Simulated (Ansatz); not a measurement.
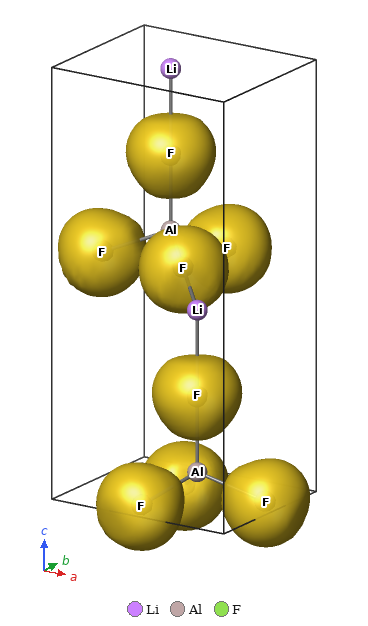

*LiAlF$_{4}$. Isosurface of the electron localisation function at 0.6 (yellow), seen slightly off an axis. Core shells and regions of very low density are left out. Sticks mark near contacts.*

Space group P6₃mc; a structure generated by program, which may or may not match a known phase.

Method: Ansatz, DFT PBE, scalar-relativistic, plane waves, PAW.

Core electrons are frozen (PAW), and the valence fields are smoothed inside the atomic spheres.

What do the ELF domains correspond to?

Answer. The ELF exceeds this value in eight regions on F in which the atom's valence shell and bonds are merged, counted in one cell of 12 atoms. Any copies at cell faces, edges or corners count once.

Values along the shortest contacts:
Al–F (1.70 Å): the ELF peaks at about 0.80 in the valence shell of F, 0.6 Å from its nucleus, and is about 0.75 at the midpoint. Li–F (1.87 Å): the ELF peaks at about 0.85 in the valence shell of F, 0.6 Å from its nucleus, and falls to about 0 next to Li; a closed-shell, largely ionic contact.
